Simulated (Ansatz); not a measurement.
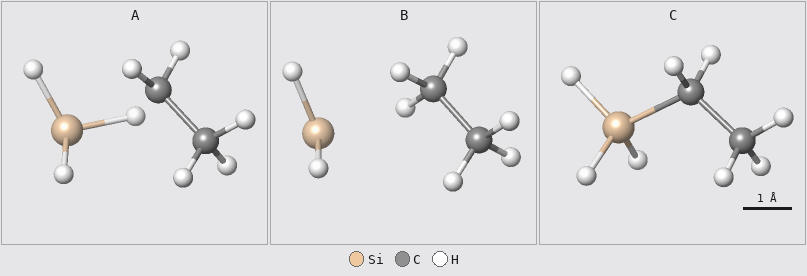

3 geometries from a converged minimum-energy path of C2H8Si, shuffled. Style: ball-and-stick. Shown at a tilt.

Method: Ansatz 0.2.0, RKS PBE/def2-SVP. Set-up: 5 movable images; climbing image; force threshold 0.05 eV/Å; iteration limit 60; starting path through a guess of the saddle point.

Q: Which of them lies highest in energy?

A: A. In order along the path, whose images run from 0 to 6: C (image 0, 0.00 eV), A (image 3, +2.68 eV), B (image 6, +2.04 eV). Breaking: C–Si (1.90 → 2.82 Å). Forming: C–H (2.81 → 1.15 Å).
